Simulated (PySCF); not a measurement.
**Si(vinyl)3(NHEt): geometry, NMR shifts, electronic excitations and core binding energies, part 1 of 2**

What NMR shifts, electronic excitations and core binding energies should Si(vinyl)3(NHEt) (`C=C[Si](C=C)(C=C)NCC`) show?

Computed with PySCF 2.14.0, with density-fitted response routines of our own, on a single molecule in the gas phase. Atoms count from 0, in the outputs and in this text.

### 1 The molecule as given

25 atoms, charge 0, multiplicity 1; geometry from: GFN2-xTB. The atoms were then displaced at random by about 0.03 Å, so the start is not that level's minimum.

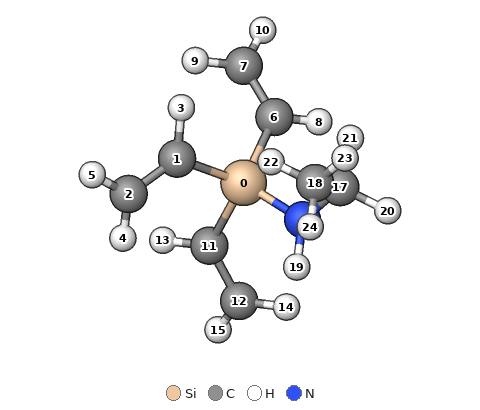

As it starts; silicon light orange, carbon grey, hydrogen white, nitrogen blue, atoms numbered.

### 2 Geometry optimisation at PBE0-D3(BJ)/def2-SVP

The job: settings as JSON, then the geometry in Å.

```
{"job": {"xc": "PBE0", "basis": "def2-SVP", "d3": "d3bj", "grid": 1, "maxiter": 40, "shake": 0.03, "kind": "geom"}, "charge": 0, "multiplicity": 1}
Si     0.227220     0.471080    -0.146940
C      0.032360     0.490140     1.729620
C     -0.965790     1.074830     2.422910
H      0.905480    -0.057190     2.256690
H     -1.693200     1.641510     1.948830
H     -0.968280     1.026990     3.518710
C      2.016610     0.451860    -0.655840
C      3.045960     0.876360     0.080060
H      2.198690     0.079410    -1.584200
H      2.836090     1.258940     1.112490
H      4.001330     0.797690    -0.204410
C     -0.626790     2.135240    -0.766600
C     -1.446020     2.271940    -1.921080
H     -0.528070     3.029710    -0.169340
H     -1.560750     1.357900    -2.526220
H     -1.794520     3.218180    -2.196750
N     -0.601650    -0.729010    -0.990900
C     -0.231970    -2.122650    -0.806180
C     -0.814210    -2.829840     0.418400
H     -1.681550    -0.668790    -1.097320
H     -0.547470    -2.698700    -1.748130
H      0.907730    -2.219640    -0.779910
H     -0.495510    -2.225390     1.240610
H     -0.479020    -3.824410     0.477250
H     -1.846630    -2.842410     0.358840
```

On the command line:

```sh
OMP_NUM_THREADS=1 python probes_run.py task.json out
```

One launch serves the whole session: the jobs run in the order shown.

The log of the run:

```text
step   0  E = -657.12953836  max force = 0.087826
step   1  E = -657.17589218  max force = 0.019813
step   2  E = -657.17681810  max force = 0.016019
step   3  E = -657.18018227  max force = 0.006189
step   4  E = -657.18042827  max force = 0.002487
step   5  E = -657.18067546  max force = 0.003936
step   6  E = -657.18119153  max force = 0.002310
step   7  E = -657.18139323  max force = 0.001870
step   8  E = -657.18147852  max force = 0.000979
step   9  E = -657.18150988  max force = 0.000699
step  10  E = -657.18151923  max force = 0.000485
step  11  E = -657.18152481  max force = 0.000349
optimisation converged
```

It took 6.9 min on 1 thread of Arm Neoverse V1, shared host; peak memory 1.1 GiB.

Step by step:

```csv
step,energy from step 0 (eV),largest force component (eV/Å)
0,0.0000,4.5162
1,-1.2614,1.0188
2,-1.2865,0.8237
3,-1.3781,0.3183
4,-1.3848,0.1279
5,-1.3915,0.2024
6,-1.4056,0.1188
7,-1.4110,0.0962
8,-1.4134,0.0503
9,-1.4142,0.0359
10,-1.4145,0.0249
11,-1.4146,0.0179
```

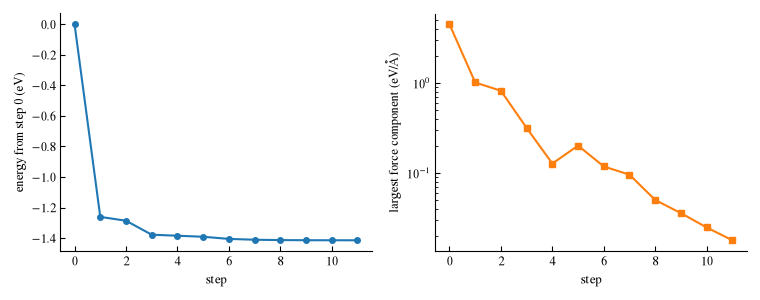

Energy and largest force along the relaxation.

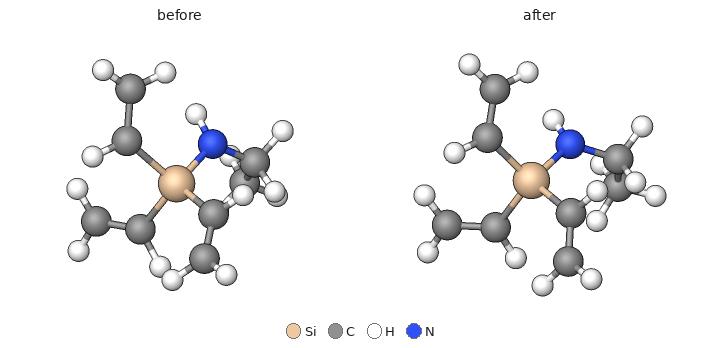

Before and after, at one scale.

Close pairs (by a distance rule), those that changed most:

```csv
bond,before (Å),after (Å),change (Å)
Si0–C11,1.970,1.873,-0.098
C7–H10,1.000,1.096,+0.096
C11–C12,1.422,1.338,-0.084
C6–H8,1.017,1.099,+0.082
N16–H19,1.087,1.016,-0.071
C18–H24,1.034,1.102,+0.068
C2–H4,1.037,1.096,+0.059
C1–H3,1.157,1.100,-0.057
```

The next job starts from the end point, and lists it.

```csv
at the end point,value
point group (found at 0.08 Å tolerance),C1
"rotational constants (GHz, main isotopes)","1.077, 0.841, 0.768"
dipole moment (D),0.61
```

### 3 Shielding tensors: PBE0/pcSseg-1

The job: settings as JSON, then the geometry in Å.

```
{"job": {"kind": "nmr", "xc": "PBE0", "basis": "pcSseg-1"}, "charge": 0, "multiplicity": 1}
Si     0.063213     0.595597    -0.107210
C     -0.069328     0.637417     1.765938
C     -0.803270     1.520114     2.454702
H      0.453389    -0.142320     2.339253
H     -1.361807     2.321121     1.956519
H     -0.890697     1.486102     3.547059
C      1.873118     0.466037    -0.571192
C      2.884886     0.575984     0.297657
H      2.115265     0.323146    -1.633568
H      2.711417     0.731450     1.368919
H      3.934315     0.525018    -0.015109
C     -0.713005     2.149584    -0.807074
C     -1.468054     2.152966    -1.911758
H     -0.519165     3.109886    -0.310685
H     -1.677826     1.223369    -2.453578
H     -1.899792     3.070902    -2.326987
N     -0.746393    -0.750229    -0.855839
C     -0.214223    -2.092787    -0.948216
C     -0.514928    -2.980721     0.251649
H     -1.761780    -0.730219    -0.819539
H     -0.592795    -2.579185    -1.866390
H      0.878166    -2.019075    -1.080645
H     -0.077801    -2.562715     1.172078
H     -0.111437    -3.996209     0.111042
H     -1.601426    -3.071483     0.413562
```

With the program's defaults for keys left out, this is: GIAO PBE0/pcSseg-1 NMR shielding, non-relativistic, gas phase.

The log of the run:

```text
coarse grid: 20680 points
cycle   1  E = -657.3125833932  dE =  8.146e-01  |g| = 5.809e-01  |ddm| = 4.418e+00
cycle   2  E = -657.2910735996  dE =  2.151e-02  |g| = 6.629e-01  |ddm| = 1.123e+00
cycle   3  E = -657.3978388054  dE = -1.068e-01  |g| = 1.093e-01  |ddm| = 6.852e-01
cycle   4  E = -657.4004838684  dE = -2.645e-03  |g| = 3.743e-02  |ddm| = 1.193e-01
cycle   5  E = -657.4008121230  dE = -3.283e-04  |g| = 1.213e-02  |ddm| = 3.492e-02
cycle   6  E = -657.4008455761  dE = -3.345e-05  |g| = 3.201e-03  |ddm| = 1.237e-02
cycle   7  E = -657.4008479048  dE = -2.329e-06  |g| = 4.591e-04  |ddm| = 2.970e-03
final grid: 193168 points
cycle   8  E = -657.4599181199  dE = -4.525e-05  |g| = 1.016e-02  |ddm| = 3.557e-02
cycle   9  E = -657.4599127172  dE =  5.403e-06  |g| = 1.140e-02  |ddm| = 1.876e-02
cycle  10  E = -657.4599446427  dE = -3.193e-05  |g| = 1.130e-03  |ddm| = 1.012e-02
cycle  11  E = -657.4599449168  dE = -2.741e-07  |g| = 2.886e-04  |ddm| = 1.243e-03
cycle  12  E = -657.4599449336  dE = -1.687e-08  |g| = 7.432e-05  |ddm| = 2.903e-04
cycle  13  E = -657.4599449347  dE = -1.037e-09  |g| = 3.790e-05  |ddm| = 9.945e-05
cycle  14  E = -657.4599449350  dE = -3.549e-10  |g| = 1.043e-05  |ddm| = 3.580e-05
converged SCF energy = -657.4599449350

GIAO shielding tensors (ppm)
atom      isotropic    diamagn.    paramagn.     s11        s22        s33       span
  0 Si     375.994     886.124    -510.130    359.380    374.423    394.178     34.797
  1 C       36.747     266.953    -230.206    -86.816     26.357    170.700    257.516
  2 C       41.426     254.897    -213.471    -84.760     45.670    163.369    248.129
  3 H       24.713      34.933     -10.220     20.861     25.484     27.794      6.933
  4 H       25.228      32.720      -7.491     21.894     23.859     29.931      8.037
  5 H       24.937      29.120      -4.183     21.815     24.150     28.845      7.029
  6 C       38.830     264.617    -225.787    -79.782     27.655    168.617    248.400
  7 C       38.383     254.690    -216.307    -91.968     42.998    164.118    256.086
  8 H       24.941      32.787      -7.846     21.955     25.099     27.769      5.814
  9 H       25.053      32.519      -7.466     21.409     24.017     29.732      8.324
 10 H       24.822      28.316      -3.494     21.515     24.218     28.734      7.219
 11 C       41.754     265.132    -223.378    -79.932     31.870    173.325    253.257
 12 C       39.062     254.820    -215.758    -91.345     41.941    166.591    257.936
 13 H       24.881      32.178      -7.297     22.420     24.632     27.590      5.171
 14 H       24.768      33.297      -8.529     21.196     23.244     29.864      8.668
 15 H       24.812      27.859      -3.047     21.728     24.177     28.530      6.802
 16 N      217.582     328.821    -111.240    193.237    217.447    242.061     48.824
 17 C      144.060     242.519     -98.458    119.198    144.112    168.872     49.674
 18 C      159.886     248.415     -88.529    141.505    154.814    183.338     41.833
 19 H       31.409      37.309      -5.900     23.488     31.009     39.730     16.242
 20 H       28.327      29.300      -0.974     21.941     27.931     35.107     13.166
 21 H       28.572      32.014      -3.442     23.671     29.713     32.332      8.661
 22 H       30.236      32.045      -1.810     26.089     30.243     34.375      8.286
 23 H       30.251      27.861       2.389     26.182     26.899     37.671     11.490
 24 H       30.296      29.957       0.339     27.225     28.272     35.392      8.166
```

It took 89 s on 1 thread of Arm Neoverse V1, shared host; peak memory 1.4 GiB.

Shifts follow as δ = σ(reference) − σ, with reference shieldings (ppm) from runs at the same level and on the same kind of geometry: 1H TMS 31.27, 13C TMS 184.4, 29Si TMS 352.0, 15N NH3 265.7. The references are single molecules in the gas phase, so shifts against H2O, NH3, PH3, H3PO4 or CFCl3 are not on the usual liquid scales and can be off by tens of ppm. Atoms listed in one row are averaged.

```csv
atoms,environment,σ (ppm),δ (ppm)
"C1, C6, C11","carbon bonded to C, Si, H",39.1,145.3
"C2, C7, C12","carbon bonded to C, 2 H",39.6,144.8
C17,"carbon bonded to C, N, 2 H",144.1,40.3
C18,"carbon bonded to C, 3 H",159.9,24.5
"H3, H8, H13","hydrogen on a carbon bonded to C, Si",24.84,6.42
"H4, H5, H9, H10, H14, H15",hydrogen on a carbon bonded to C,24.94,6.33
"H20, H21","hydrogen on a carbon bonded to C, N",28.45,2.82
"H22, H23, H24",hydrogen on a carbon bonded to C,30.26,1.01
H19,"hydrogen on a nitrogen bonded to C, Si",31.41,-0.14
Si0,"silicon bonded to 3 C, N",376.0,-24.0
N16,"nitrogen bonded to C, Si, H",217.6,48.1
```

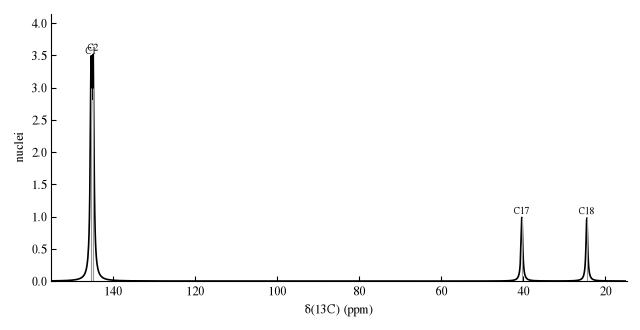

13C lines at the computed shifts, without couplings. Lines are broadened to a width of 0.48 ppm (Lorentzian).

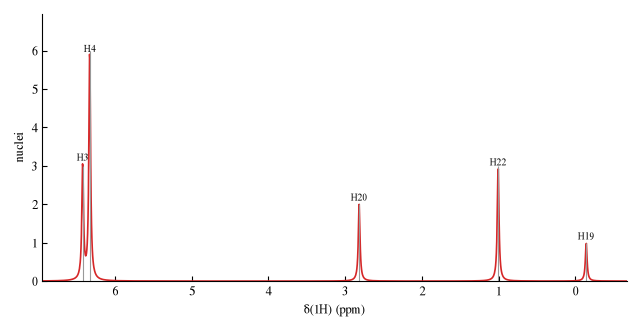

1H lines at the computed shifts, without couplings. Lines are broadened to a width of 0.03 ppm (Lorentzian).

Charges from the same density, by scheme (e):

```csv
atoms,Mulliken,IAO,Hirshfeld,ESP fit
Si0,1.28,1.15,0.40,0.69
"C1, C6, C11",-0.53,-0.44,-0.14,-0.33
"C2, C7, C12",-0.17,-0.27,-0.08,-0.31
N16,-0.69,-0.67,-0.24,-0.80
C17,-0.07,-0.13,-0.02,0.31
C18,-0.30,-0.42,-0.12,-0.30
```

ESP fit charges:

Si0 0.69; C1 -0.31; C2 -0.36; H3 0.17; H4 0.17; H5 0.16; C6 -0.30; C7 -0.31; H8 0.16; H9 0.14; H10 0.15; C11 -0.38; C12 -0.26; H13 0.18; H14 0.13; H15 0.15; N16 -0.80; C17 0.31; C18 -0.30; H19 0.37; H20 -0.01; H21 0.01; H22 0.07; H23 0.07; H24 0.07

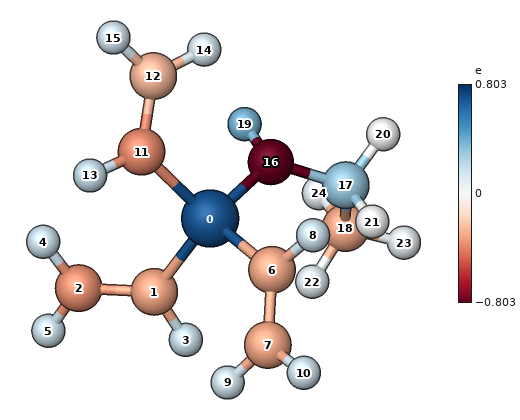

ESP fit charges, as colours on the atoms.

Mayer bond orders: Si0–C1 0.83, Si0–C6 0.86, Si0–C11 0.87, Si0–N16 0.96, C1–C2 2.00, C6–C7 1.98, C11–C12 1.99, N16–C17 0.98, C17–C18 1.05.

Orbitals, density, ELF and potential are computed afterwards from the orbital file.

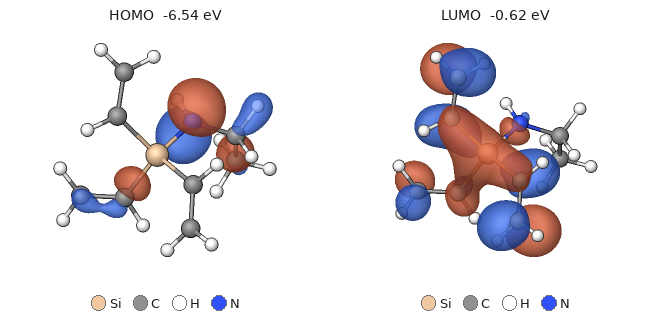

Frontier orbitals at PBE0/pcSseg-1; each surface holds 70 % of the orbital's density, blue and red mark the sign.

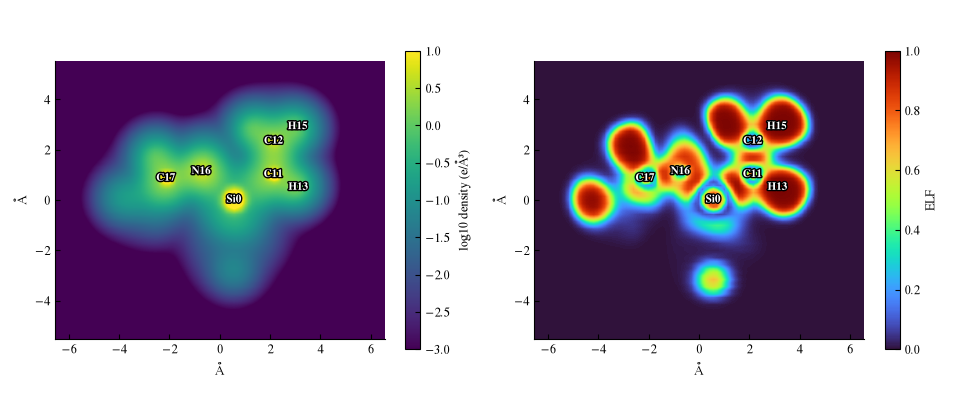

Density (left) and ELF (right) in a plane through or near 7 of the atoms.

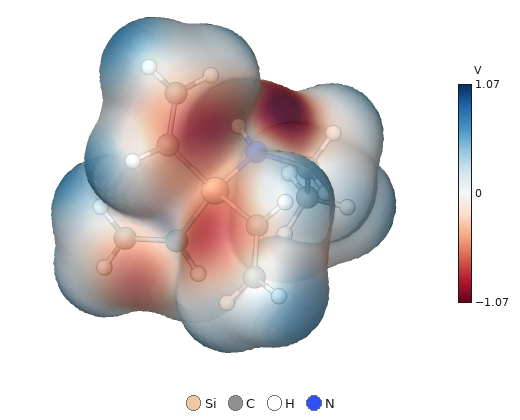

Electrostatic potential on the surface of density 0.002 e/bohr³; red is low, blue high. It runs from -0.81 V near N16 to 1.07 V near H19.

### 4 Ultraviolet spectrum: B3LYP/def2-SVPD

Same as in step 3 but for these lines:

```diff
@@ -1,2 +1,2 @@
-{"job": {"kind": "nmr", "xc": "PBE0", "basis": "pcSseg-1"}, "charge": 0, "multiplicity": 1}
+{"job": {"kind": "uv", "xc": "B3LYP", "basis": "def2-SVPD", "ip": false, "nstates": 10}, "charge": 0, "multiplicity": 1}
 Si     0.063213     0.595597    -0.107210
```

Method: TDDFT B3LYP/def2-SVPD, vertical, gas phase, core orbitals frozen in the response.

The log of the run:

```text
coarse grid: 20680 points
cycle   1  E = -657.5604218756  dE =  6.962e-01  |g| = 6.465e-01  |ddm| = 9.434e+00
cycle   2  E = -657.4943718506  dE =  6.605e-02  |g| = 8.236e-01  |ddm| = 2.741e+00
cycle   3  E = -657.6676278626  dE = -1.733e-01  |g| = 1.395e-01  |ddm| = 1.456e+00
cycle   4  E = -657.6722697071  dE = -4.642e-03  |g| = 4.296e-02  |ddm| = 2.690e-01
cycle   5  E = -657.6726879567  dE = -4.182e-04  |g| = 1.704e-02  |ddm| = 8.210e-02
cycle   6  E = -657.6727568824  dE = -6.893e-05  |g| = 3.980e-03  |ddm| = 2.771e-02
cycle   7  E = -657.6727608248  dE = -3.942e-06  |g| = 6.498e-04  |ddm| = 1.127e-02
final grid: 193168 points
cycle   8  E = -657.7810628639  dE = -6.380e-05  |g| = 6.913e-03  |ddm| = 2.596e-01
cycle   9  E = -657.7810567298  dE =  6.134e-06  |g| = 8.544e-03  |ddm| = 2.981e-02
cycle  10  E = -657.7810757753  dE = -1.905e-05  |g| = 1.034e-03  |ddm| = 1.372e-02
cycle  11  E = -657.7810760245  dE = -2.492e-07  |g| = 2.397e-04  |ddm| = 1.735e-03
cycle  12  E = -657.7810760353  dE = -1.084e-08  |g| = 1.255e-04  |ddm| = 6.353e-04
cycle  13  E = -657.7810760395  dE = -4.209e-09  |g| = 3.191e-05  |ddm| = 2.540e-04
cycle  14  E = -657.7810760398  dE = -2.417e-10  |g| = 8.151e-06  |ddm| = 6.847e-05
converged SCF energy = -657.7810760398

Static polarisability (au): isotropic 133.239, principal 117.460 137.651 144.605

Singlet excitations
state   eV       nm        f      main configurations
  1   4.6177    268.5   0.01274   H->L 0.99
  2   5.0754    244.3   0.02358   H->L+1 0.96
  3   5.3233    232.9   0.00339   H->L+2 0.98
  4   5.8339    212.5   0.07631   H-1->L 0.66, H-2->L 0.14
  5   5.9456    208.5   0.02450   H->L+3 0.82
  6   6.0081    206.4   0.04190   H-2->L 0.65, H-1->L+1 0.13, H-1->L 0.11
  7   6.0893    203.6   0.00699   H-3->L 0.67, H-1->L+2 0.09
  8   6.1950    200.1   0.02558   H-1->L+1 0.64, H-4->L 0.08
  9   6.3761    194.5   0.01157   H-3->L+1 0.65, H-2->L+1 0.14, H-1->L+2 0.09
 10   6.4285    192.9   0.00367   H->L+4 0.85

Triplet excitations (Tamm-Dancoff, eV): 4.1731 4.1959 4.3073 4.5369
```

Wall time 2.9 min (1 thread of Arm Neoverse V1, shared host); peak memory 1.4 GiB.

Frontier orbitals and where they lie:

```csv
orbital,eV,atoms
HOMO−3,-7.68,"C6 19 %, C7 18 %, C11 16 %"
HOMO−2,-7.63,"C1 34 %, C2 31 %, C6 7 %"
HOMO−1,-7.38,"C11 23 %, C12 23 %, C6 18 %"
HOMO,-6.33,"N16 55 %, C17 9 %, C1 6 %"
LUMO,-0.87,"C7 19 %, C12 17 %, C6 15 %"
LUMO+1,-0.43,"C2 32 %, C1 28 %, Si0 6 %"
LUMO+2,-0.12,"C11 18 %, C6 18 %, C7 17 %"
```

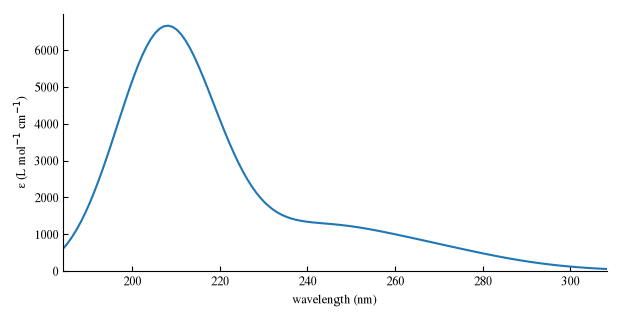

Absorption spectrum: each of the 10 states is a Gaussian band of 0.4 eV half-width at 1/e. Beyond the last state computed it falls off for lack of states.

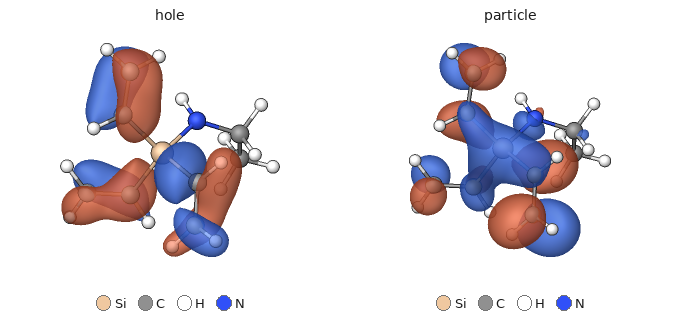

Leading natural transition orbitals of singlet state 4: the electron leaves the hole (left) for the particle orbital (right).

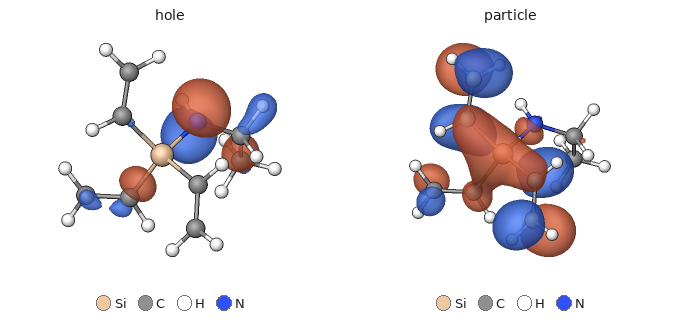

Leading natural transition orbitals of singlet state 1: the electron leaves the hole (left) for the particle orbital (right).

Further results of this job:

```csv
property,computed
dipole moment (D),0.54
polarisability (Å³),19.74
HOMO–LUMO gap (eV),5.46
−ε(HOMO) (eV),6.33
```

(Continued in part 2 of 2.)
